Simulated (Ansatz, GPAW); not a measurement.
## Cutoff, mesh and smearing for a 4-layer slab of Na(100)

How do cutoff, mesh, smearing and the dipole layer change the work function of a 4-layer slab of Na(100)?

Calculated with GPAW 26.7.0 and Ansatz 0.2.0; Ansatz plane waves; slab in vacuum with a dipole correction, relaxation, in the first sound run; inputs show where later runs differ.

## Step 1: The structure

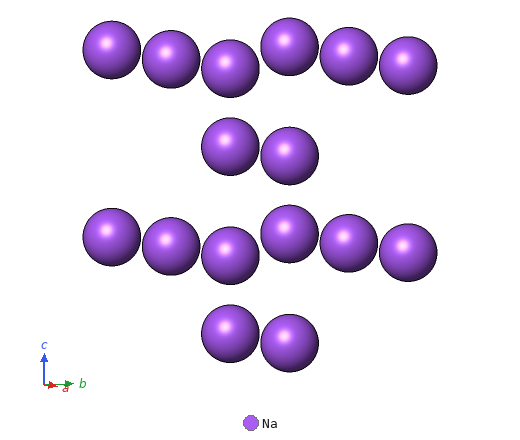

The cell as given, from the side, with the c axis up (sodium purple). 2×1×1 cells are drawn. Some periodic images of atoms are drawn too.

The cell holds 4 atoms: 4 Na. Its edges and angles: a = 4.230 Å, b = 4.230 Å, c = 24.345 Å, α = 90.0°, β = 90.0°, γ = 90.0°. Vacuum lies along c.

## Step 2: Relaxing the atoms

The atoms are relaxed first, since the surface dipole, and with it the work function, follows the positions of the outer layers. The lowest 2 atoms are held at bulk positions and keep their forces.

The input, input.yaml:

```yaml
crystal:
  lattice:
    - [4.23, 0.0, 0.0]
    - [0.0, 4.23, 0.0]
    - [0.0, 0.0, 24.345]
  atoms:
    - { symbol: Na, position: [0.5, 0.5, 0.3696857671] }
    - { symbol: Na, position: [0.0, 0.0, 0.4565619224] }
    - { symbol: Na, position: [0.5, 0.5, 0.5434380776] }
    - { symbol: Na, position: [0.0, 0.0, 0.6303142329] }
kpoints:
  mp_grid: { grid: [8, 8, 1] }
hamiltonian:
  xc: pbe
scf:
  occupations: { method: fermi_dirac, width: 0.1 }
efield:
  axis: 3
  dipole_correction: true
  ramp_width: 0.05
relax:
  f_tol: 0.02
  max_steps: 60
  constraints: [{ sites: [0, 1] }]
output:
  write_potential: true
  write_density: true
  volumetric_format: npy
```

Run with:

```bash
> ansatz run input.yaml --threads 4 --pin off --max-ram 8192MiB --backend cpu --events-out ev --progress --plain --runs-dir out
```

Numbers of over 12 decimals in the logs are rounded to 6 here.

Log:

```text
Engine: ansatz 0.2.0, x86_64-unknown-linux-gnu
Pseudopotentials: kind: paw
Pseudopotential: Na, paw, valence charge 9, recommended cutoff 420 eV (normal), Na.paw.azcp
Functional definition: PBE
  parameter kappa = 0.804
  parameter beta = 0.066725
  exchange = pbe_x(kappa = kappa, mu = beta*pi^2/3)
  correlation = pbe_c(beta = beta)
Crystal: 4 atoms, lattice volume = 435.603 Å³
Basis set: ecut = 420 eV, 8389 PW (Γ), exchange–correlation on 60×60×360 points (8 copies of the dense FFT grid, shifted against one another)
Bands: 22, of which v1, the nominal top of the filled ones, is band 18 counted from 1 (17 counted from 0)
Symmetry: 8 space group operations
k-points: 15 of 64
Non-local potential: Na, projectors of the file, l = 0: 3, l = 1: 2, l = 2: 1
PAW form: soft (Blöchl's): semilocal exchange-correlation on the pseudo side does not see the compensation charge
PAW one-centre angular grid: Na, 110 points (default); XC on 64 Gauss nodes
Initial density: superposition of atomic densities (neutral atoms: chi_scale 0, normalization atom), corrected by the library's trained network
Initial wavefunctions: pseudopotential atomic-orbital guess
Functional: x = pbe(κ = 0.804, μ = 0.219515), c = pbe(β = 0.066725)
SCF iter   1: F=—  HF=-5945.212050 eV  |F-HF|=—  |Δ(HF+E_count)|=         —  Δρ=4.36e-4  dr2=8.11e-3  ethr=1.77e-3  p=0.000 e·Å  D=5.67e-14 V/Å  ΔV_dip=-0.00 eV  dr2_dipole=2.79e-10  V_vac-E_F(+/−)=2.57/2.57 eV  ⟨swp⟩=8.0  Hψ=1798  notcnv=0
efield: sawtooth ramp at fractional position 0.9750 (placed from the atoms, in the widest stretch of the axis that holds none; the zero of the levels goes with the place), width 0.0500; the density the first Hamiltonian is built on has a dipole p = 0.000 e·Å; the dipole correction subtracts the counter field D = 5.67e-14 V/Å, which shifts the + side's vacuum level by -0.00 eV against the − side's; the planar-averaged density in the ramp window peaks in size at 8.8e-6 e/Å³
preconditioner: auto → LDOS  [metal: Δε(μ)=0.130 eV  Ē_g=2.618 eV  σ=0.100 eV  W_gap=0.31  n_scr=40 (ndim 8)  ℏωp=3.6 eV  f_vac=0.575  D(μ)=1.70/eV (n_scr^D=6)  β→1.0]
SCF iter   2: F=—  HF=-5945.212157 eV  |F-HF|=—  |Δ(HF+E_count)|=   1.07e-4  Δρ=2.13e-4  dr2=1.91e-4  ethr=2.25e-5  p=-0.000 e·Å  D=-7.21e-8 V/Å  ΔV_dip=0.00 eV  dr2_dipole=1.75e-9  V_vac-E_F(+/−)=2.69/2.69 eV  ⟨swp⟩=2.1  Hψ=572  notcnv=0
SCF iter   3: F=—  HF=-5945.212189 eV  |F-HF|=—  |Δ(HF+E_count)|=   3.16e-5  Δρ=1.39e-4  dr2=5.32e-5  ethr=5.30e-7  p=-0.000 e·Å  D=-7.80e-7 V/Å  ΔV_dip=0.00 eV  dr2_dipole=1.43e-9  V_vac-E_F(+/−)=2.71/2.71 eV  ⟨swp⟩=2.0  Hψ=609  notcnv=0
iter 4 did not close the SCF: its close was put off for the readings that it lacked (scf_convergence_deferred on its scf_iter line)
SCF iter   4: F=-5945.212163 eV  HF=-5945.212164 eV  |F-HF|=1.58e-6  |Δ(HF+E_count)|=   2.46e-5  Δρ=2.75e-5  dr2=6.13e-6  ethr=1.48e-7  p=-0.000 e·Å  D=-1.05e-6 V/Å  ΔV_dip=0.00 eV  dr2_dipole=1.96e-10  V_vac-E_F(+/−)=2.71/2.71 eV  ⟨swp⟩=2.7  Hψ=608  notcnv=0
iter 5 did not close the SCF: its close was put off for the readings that it lacked (scf_convergence_deferred on its scf_iter line)
SCF iter   5: F=-5945.212165 eV  HF=-5945.212164 eV  |F-HF|=1.95e-7  |Δ(HF+E_count)|=   2.87e-8  Δρ=3.95e-6  dr2=2.22e-7  ethr=1.70e-8  p=-0.000 e·Å  D=-8.97e-7 V/Å  ΔV_dip=0.00 eV  dr2_dipole=5.06e-10  V_vac-E_F(+/−)=2.72/2.72 eV  ⟨swp⟩=2.0  Hψ=532  notcnv=0
SCF iter   6: F=-5945.212165 eV  HF=-5945.212165 eV  |F-HF|=7.73e-9  |Δ(HF+E_count)|=   2.28e-7  Δρ=9.73e-7  dr2=2.21e-8  ethr=6.16e-10  p=-0.000 e·Å  D=-1.17e-7 V/Å  ΔV_dip=0.00 eV  dr2_dipole=8.82e-12  V_vac-E_F(+/−)=2.72/2.72 eV  ⟨swp⟩=6.5  Hψ=1976  notcnv=0
SCF 1 converged in 6 iterations: F = -5945.212165 eV  dr2 = 2.21e-8
  greatest PAW one-centre occupation: 0.999 electrons in one spin orbital (limit 2), on the Na atom at site 0 (counted from 0), in its partial waves of l = 0
relax step   1: F+E_penalty+E_count = -5945.21216463 eV  Δ(F+E_penalty+E_count) = +0.000e0 eV  max|allowed force component| = 1.304e-2 eV/Å  Δτ_max = 0.0000 Å  (6 SCF iters, dr2 threshold 1.00e-5 eV, accepted)
Initial density: handed on by an earlier stage of this run
Initial wavefunctions: those handed on with the density
iter 1 solved again at ethr=6.32e-11 eV; its pass at ethr=3.10e-3 eV (dr2=2.28e-8 eV) is discarded
SCF iter   1: F=—  HF=-5945.212228 eV  |F-HF|=—  |Δ(HF+E_count)|=         —  Δρ=9.62e-7  dr2=2.27e-8  ethr=6.32e-11  p=-0.000 e·Å  D=-1.17e-7 V/Å  ΔV_dip=0.00 eV  dr2_dipole=8.82e-12  V_vac-E_F(+/−)=2.72/2.72 eV  ⟨swp⟩=1.0  Hψ=1024  notcnv=0
efield: sawtooth ramp at fractional position 0.9750 (handed on by an earlier solve), width 0.0500; the density the first Hamiltonian is built on has a dipole p = -0.000 e·Å; the dipole correction subtracts the counter field D = -1.17e-7 V/Å, which shifts the + side's vacuum level by +0.00 eV against the − side's; the planar-averaged density in the ramp window peaks in size at 8.6e-6 e/Å³
preconditioner: auto → LDOS  [metal: Δε(μ)=0.130 eV  Ē_g=2.626 eV  σ=0.100 eV  W_gap=0.31  n_scr=40 (ndim 8)  ℏωp=3.6 eV  f_vac=0.576  D(μ)=1.70/eV (n_scr^D=6)  β→1.0]
SCF iter   2: F=-5945.212165 eV  HF=-5945.212165 eV  |F-HF|=1.76e-9  |Δ(HF+E_count)|=   6.32e-5  Δρ=4.34e-7  dr2=3.73e-9  ethr=6.31e-11  p=-0.000 e·Å  D=-4.32e-8 V/Å  ΔV_dip=0.00 eV  dr2_dipole=1.16e-11  V_vac-E_F(+/−)=2.72/2.72 eV  ⟨swp⟩=7.7  Hψ=1792  notcnv=0
SCF 2 converged in 2 iterations: F = -5945.212165 eV  dr2 = 3.73e-9
  greatest PAW one-centre occupation: 0.999 electrons in one spin orbital (limit 2), on the Na atom at site 3 (counted from 0), in its partial waves of l = 0
relax step   2: F+E_penalty+E_count = -5945.21216464 eV  Δ(F+E_penalty+E_count) = -8.466e-9 eV  max|allowed force component| = 1.304e-2 eV/Å  Δτ_max = 0.0000 Å  (2 SCF iters, accepted)
NSCF: frozen V_eff on 15 k-points
the band table was solved once a step of the walk had ended and its energy, with any forces and stress, was formed, with the checks that follow a solve (1845 applications of the Hamiltonian). They found nothing against the state; the energy, forces and stress were not computed again (output.eigenvalues in the input reference)
WARN: The output density's exchange-correlation potential varies sharply where the density is thin. Do not read a vacuum level from v_tot or v_xc, or from such a field of the output density. On a cell that repeats whose density bears no net charge and no dipole along the vacuum's axis use v_es (v_loc + v_h of the components); under efield.dipole_correction with no amplitude use v_es + v_field, which holds any externa [...]
SCF converged after 2 iterations
Free energy (F): -5945.212165 eV
Harris-Foulkes:  -5945.212165 eV  (|F-HF|=1.76e-9)
Internal energy: -5945.152356 eV  (E = F + TS)
E sigma→0 (E₀):  -5945.182260 eV
Entropy (-TS):   -0.059808 eV (-14.952 meV/atom)
Fermi energy:    -1.120873 eV
Dipole field:    D = 0.000003 V/Å  (p = 0.000007 e·Å, saw-weighted, corrected)
Work function:   Φ+ = 2.7163 eV   Φ− = 2.7164 eV
Levels:          The Fermi level and band energies are counted from a zero that moves with the ramp; work functions are not
--- Per-component energies (eV) ---
  E_band       = -1074.499623
  E_kinetic    = 479.665687
  E_local      = -17452.988452  (includes V_loc(G=0)·N_el)
  E_nonlocal   = 460.191847
  E_hartree    = 7897.129876
  E_xc         = -152.406467
  E_vxc        = -195.784340  (∫ρ·V_xc dr)
  E_paw        = -1052.697588  (= ΣΔE_a)
  E_vpaw       = -159.849922  (= ΣTr[D̂ρ^β])
  E_aug_tail   = -0.000126  (compensation charges beyond the density's cutoff)
  E_efield     = 0.000000  (sawtooth field / dipole correction)
  E_vefield    = 0.000000  (∫n·V_field dr)
  E_ewald      = 3875.952867
  E_smearing   = -0.059808  (= −TS)
  E_closure    = -0.000000  (closes the sum)
  Σ components = -5945.212165   (vs F -5945.212165, Δ=0.00e0)
--- Forces (eV/Å), atoms counted from 1 ---
  atom   1  Na     0.00000000     0.00000000     0.00076466
  atom   2  Na    -0.00000000     0.00000000     0.01304131
  atom   3  Na     0.00000000     0.00000000    -0.01304235
  atom   4  Na    -0.00000000     0.00000000    -0.00076449
  max |Σ_I F_I| component: 8.60e-7 eV/Å
--- Band table (eV; the first three rows and the last of 15) ---
  k-point 0: bands = [... 14 lower, -26.0812, -26.0812, -4.0438, -3.0696, -1.6801, -0.3121, 0.8369, 1.6319]
  k-point 1: bands = [... 14 lower, -26.0818, -26.0817, -3.9090, -2.9365, -1.5493, -0.1856, 0.9640, 1.7453]
  k-point 2: bands = [... 14 lower, -26.0829, -26.0829, -3.5066, -2.5389, -1.1586, 0.1777, 0.6427, 1.3030]
  k-point 14: bands = [... 14 lower, -26.0833, -26.0833, -0.0953, -0.0953, 0.3739, 0.3739, 0.8154, 0.8154]
--- Relaxed structure (2 steps of the walk, 2 accepted, 0 SCFs on fresh bases) ---
  F+E_penalty+E_count = -5945.21216464 eV   max|allowed force component| = 1.304e-2 eV/Å
  atoms:
    - { symbol: Na, position: [0.5, 0.5, 0.3696857671] }
    - { symbol: Na, position: [0.0, 0.0, 0.456562] }
    - { symbol: Na, position: [0.5, 0.5, 0.543438] }
    - { symbol: Na, position: [0.0, 0.0, 0.630314] }
```

Elapsed: 2.8 s, on 4 threads of AMD EPYC 9R14 (Zen 4), shared host; peak memory 0.7 GiB.

No atom moved by 0.005 Å in the relaxation.

This step gave:

```
free energy             : -5945.2122 eV
smearing term TS        : 0.05981 eV
symmetry operations     : 8
upper work function     : 2.716 eV
lower work function     : 2.716 eV
dipole along the normal : 7.38e-6 e·Å
dipole field            : 3.07e-6 V/Å
vacuum level above      : 1.595 eV
vacuum level below      : 1.596 eV
```

The electrostatic potential energy of an electron (with the applied field's), less the Fermi level, planar mean oscillates, so the rows of the table below give means over windows of 2.5 Å about each position, cut where the curve ends. Its maxima inside the range that stand out by 2 % of the span (Å: eV): 10.1: 0.810, 12.2: 0.813, 14.2: 0.810. Its minima: 9.1: -3.55, 11.1: -3.42, 13.3: -3.42, 15.3: -3.55.

Electrostatic potential energy of an electron (with the applied field's), less the Fermi level, planar mean against z; means over each step:

| z (Å) | electrostatic potential energy of an electron (with the applied field's), less the Fermi level, planar mean (eV) |
| --- | --- |
| 0.0 | 2.72 |
| 2.5 | 2.72 |
| 5.0 | 2.70 |
| 7.5 | 1.50 |
| 10.0 | -1.27 |
| 12.5 | -1.04 |
| 15.0 | -0.747 |
| 17.5 | 2.31 |
| 20.0 | 2.71 |
| 22.5 | 2.72 |

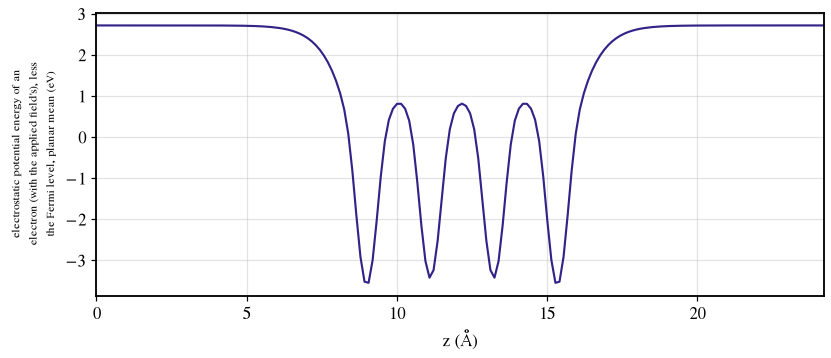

Electrostatic potential energy of an electron (with the applied field's), less the Fermi level, planar mean, plotted against z.

The valence density, planar mean oscillates, so the rows of the table below give means over windows of 2.03 Å about each position, cut where the curve ends. Its maxima inside the range that stand out by 2 % of the span (Å: e/Å³): 9.1: 0.636, 11.1: 0.651, 13.3: 0.651, 15.3: 0.636. Its minima: 10.0: 0.0354, 12.2: 0.0335, 14.3: 0.0354.

Table of valence density, planar mean by z; means over each step:

| z (Å) | valence density, planar mean (e/Å³) |
| --- | --- |
| 3.04 | 8.1e-6 |
| 5.08 | 2.9e-4 |
| 7.11 | 0.00657 |
| 9.14 | 0.242 |
| 11.17 | 0.247 |
| 13.20 | 0.247 |
| 15.23 | 0.242 |
| 17.26 | 0.00640 |
| 19.29 | 2.8e-4 |
| 21.32 | 7.9e-6 |

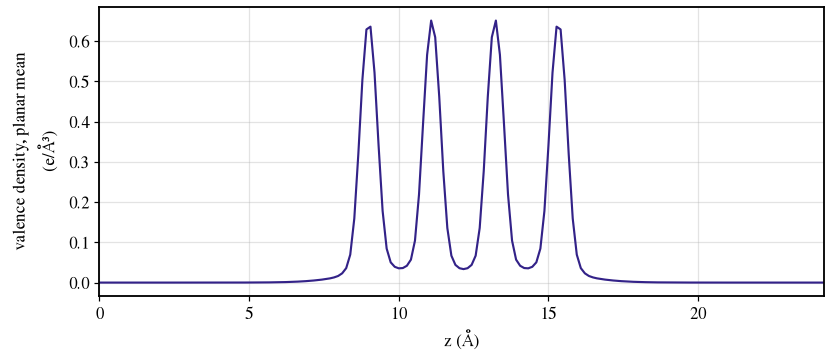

Valence density, planar mean against z.

The atoms hardly moved: the energy changed by under 0.1 meV.

## Step 3: The slab's potential

With the geometry fixed, the planar mean of the potential gives the vacuum level on each side.

This step: GPAW, PAW setups; slab in vacuum (GPAW 26.7.0).

The input, run.py:

```python
import json
import numpy as np
from ase import Atoms
from gpaw import GPAW, PW

slab = Atoms(
    ['Na', 'Na', 'Na', 'Na'],
    positions=[
        [2.11500, 2.11500, 9.00000],
        [0.00000, 0.00000, 11.11500],
        [2.11500, 2.11500, 13.23000],
        [0.00000, 0.00000, 15.34500]],
    cell=[[4.23, 0.0, 0.0], [0.0, 4.23, 0.0], [0.0, 0.0, 24.345]],
    pbc=[True, True, False])

slab.calc = GPAW(mode=PW(400), xc='PBE', kpts={'size': (8, 8, 1), 'gamma': True},
                 occupations={'name': 'fermi-dirac', 'width': 0.1}, nbands='140%',
                 convergence={'density': 1e-05}, maxiter=200,
                 poissonsolver={'dipolelayer': 'xy'},
                 symmetry={'tolerance': 1e-3}, txt='slab.txt')
result = {}
energy = slab.get_potential_energy()
fermi = slab.calc.get_fermi_level()
v = slab.calc.get_electrostatic_potential().mean((0, 1)) - fermi
n = slab.calc.get_pseudo_density().mean((0, 1))
L = slab.cell[2, 2]
z = np.arange(len(v)) * L / len(v)
low, high = slab.positions[:, 2].min(), slab.positions[:, 2].max()
below, above = np.interp([low - 6.8, high + 6.8], z, v)
slopes = [np.interp(x, z, np.gradient(v, z)) for x in (low - 6.8, high + 6.8)]
eps = np.array([[slab.calc.get_eigenvalues(k, s) for k in range(len(slab.calc.get_ibz_k_points()))]
                for s in range(slab.calc.get_number_of_spins())]) - fermi
top, bottom = eps[eps < 0].max(), eps[eps > 0].min()
dipole = slab.get_dipole_moment()[2]
print(f'energy {energy:.4f} eV, Fermi level {fermi:.4f} eV, dipole {dipole:.5f} e A')
print(f'potential 6.8 A off the faces, from the Fermi level: lower {below:.4f} eV, upper {above:.4f} eV')
print(f'slope of the potential there: lower {slopes[0]:.5f}, upper {slopes[1]:.5f} eV/A')
print(f'nearest levels on the mesh: {top:.4f} and {bottom:.4f} eV')
print('magnetic moment', round(slab.get_magnetic_moment(), 3))
result.update(energy=energy, fermi=fermi, dipole=dipole, below=below, above=above, slopes=slopes, edges=[top, bottom],
              z=z.tolist(), v=v.tolist(), n=n.tolist(), positions=slab.positions.tolist(),
              forces=slab.get_forces(apply_constraint=False).tolist(), moments=slab.get_magnetic_moments().tolist())
json.dump(result, open('result.json', 'w'))
```

Run with:

```bash
> OMP_NUM_THREADS=1 OPENBLAS_NUM_THREADS=1 python run.py
```

Log:

```text
energy -4.8084 eV, Fermi level -1.6199 eV, dipole -0.00012 e A
potential 6.8 A off the faces, from the Fermi level: lower 2.7160 eV, upper 2.7161 eV
slope of the potential there: lower -0.00011, upper 0.00011 eV/A
nearest levels on the mesh: -0.0380 and 0.0918 eV
magnetic moment 0.0
```

It took 17 s on 1 thread; peak memory 0.26 GiB.

This step gave:

| Property | Result |
| --- | --- |
| dipole along the normal | -1.16e-4 e·Å |
| levels nearest the Fermi level on the mesh | -0.03796, 0.09179 eV from the Fermi level |

The electrostatic potential energy of an electron (without an applied field's), less the Fermi level, planar mean oscillates, so the rows of the table below give means over windows of 2.5 Å about each position, cut where the curve ends. Its maxima inside the range that stand out by 2 % of the span (Å: eV): 10.0: 0.816, 12.2: 0.808, 14.3: 0.816. Its minima: 9.0: -1.79, 11.2: -1.60, 13.2: -1.60, 15.3: -1.79.

Table of electrostatic potential energy of an electron (without an applied field's), less the Fermi level, planar mean by z; means over each step:

| z (Å) | electrostatic potential energy of an electron (without an applied field's), less the Fermi level, planar mean (eV) |
| --- | --- |
| 0.0 | 2.72 |
| 2.5 | 2.72 |
| 5.0 | 2.70 |
| 7.5 | 1.62 |
| 10.0 | -0.479 |
| 12.5 | -0.331 |
| 15.0 | -0.183 |
| 17.5 | 2.31 |
| 20.0 | 2.71 |
| 22.5 | 2.72 |

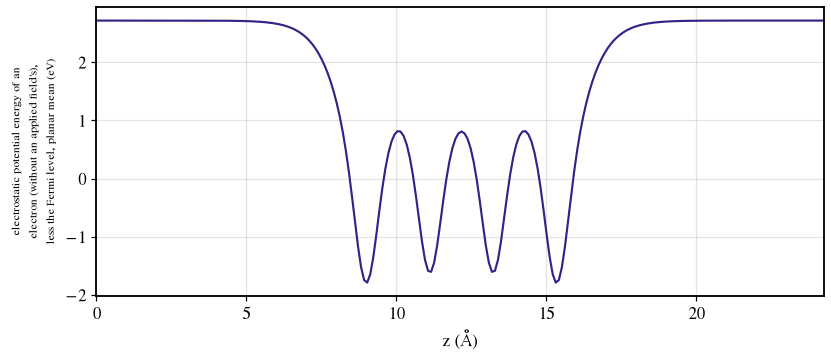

Electrostatic potential energy of an electron (without an applied field's), less the Fermi level, planar mean, plotted against z.

The pseudo valence density, planar mean oscillates, so the rows of the table below give means over windows of 2.23 Å about each position, cut where the curve ends. Its maxima inside the range that stand out by 2 % of the span (Å: e/Å³): 8.9: 0.473, 11.2: 0.488, 13.2: 0.488, 15.4: 0.473. Its minima: 10.1: 0.0364, 12.2: 0.0337, 14.2: 0.0364.

The pseudo valence density, planar mean by z; means over each step:

```
z (Å)  pseudo valence density, planar mean (e/Å³)
 3.34                                      1.5e-5
 5.57                                      7.2e-4
 7.80                                      0.0707
10.03                                       0.199
12.26                                       0.198
14.49                                       0.194
16.72                                      0.0387
18.95                                      5.4e-4
21.18                                      1.1e-5
```

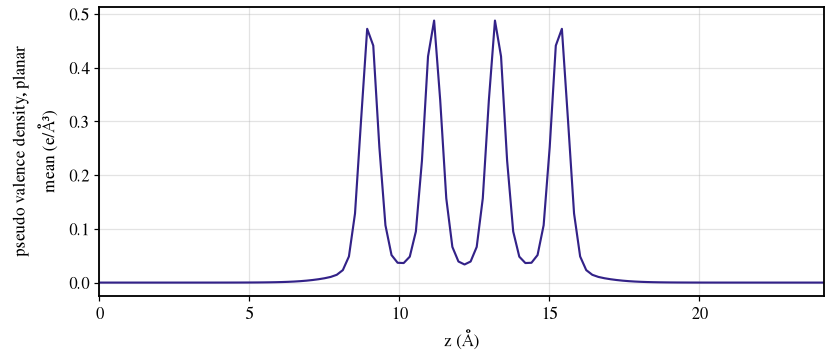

Pseudo valence density, planar mean, plotted against z.

The potential is flat to 1.1e-4 eV/Å where it is read, so the vacuum is wide enough. The geometry is the other program's minimum; here the largest force on a free atom is 0.013 eV/Å.

## Step 4: Cutoff 200

The cutoff limits how sharply the smooth valence waves can vary, which tells mostly near the atoms.

Edit run.py of step 3 so:

```diff
@@ -15,3 +15,3 @@
 
-slab.calc = GPAW(mode=PW(400), xc='PBE', kpts={'size': (8, 8, 1), 'gamma': True},
+slab.calc = GPAW(mode=PW(200), xc='PBE', kpts={'size': (8, 8, 1), 'gamma': True},
                  occupations={'name': 'fermi-dirac', 'width': 0.1}, nbands='140%',
```

Log:

```text
energy -4.2755 eV, Fermi level -1.6209 eV, dipole -0.00008 e A
potential 6.8 A off the faces, from the Fermi level: lower 2.7186 eV, upper 2.7184 eV
slope of the potential there: lower -0.00014, upper 0.00014 eV/A
nearest levels on the mesh: -0.0381 and 0.0917 eV
magnetic moment 0.0
```

Elapsed: 7.2 s, on 1 thread; peak memory 0.16 GiB.

The run finished. A setting was moved off its sound value on purpose, so it serves as a test and not as the result.

The fault put into the input: a cutoff under that of the base run: the energy of the cell lies 0.53 eV from the base value (ecut = 200).

Side by side:

```csv
quantity,this run,sound run,difference
upper work function (eV),2.7184,2.7161,0.00229
lower work function (eV),2.7186,2.7160,0.00268
```

## Step 5: Cutoff 300

The cutoff limits how sharply the smooth valence waves can vary, which tells mostly near the atoms.

Edit run.py of step 4 so:

```diff
@@ -15,3 +15,3 @@
 
-slab.calc = GPAW(mode=PW(200), xc='PBE', kpts={'size': (8, 8, 1), 'gamma': True},
+slab.calc = GPAW(mode=PW(300), xc='PBE', kpts={'size': (8, 8, 1), 'gamma': True},
                  occupations={'name': 'fermi-dirac', 'width': 0.1}, nbands='140%',
```

Log:

```text
energy -4.7367 eV, Fermi level -1.6212 eV, dipole -0.00008 e A
potential 6.8 A off the faces, from the Fermi level: lower 2.7181 eV, upper 2.7180 eV
slope of the potential there: lower -0.00013, upper 0.00013 eV/A
nearest levels on the mesh: -0.0381 and 0.0916 eV
magnetic moment 0.0
```

It took 14 s on 1 thread; peak memory 0.21 GiB.

The run finished. A setting was moved off its sound value on purpose, so it serves as a test and not as the result.

The fault put into the input: a cutoff under that of the base run: the energy of the cell lies 0.072 eV from the base value (ecut = 300).

The two runs compared:

```csv
quantity,this run,sound run,difference
upper work function (eV),2.7180,2.7161,0.00182
lower work function (eV),2.7181,2.7160,0.00214
```

(Continued in part 2 of 2.)

[Logs are printed without paths, hosts, clocks, repeated set-up lines and the standing remarks that a program may print on its own settings, such as how far it seeks lower states.]

[Hosts, paths, dates, database ids (printed as entryN), source tags and the programs' standing remarks are cut or masked in the printed files.]
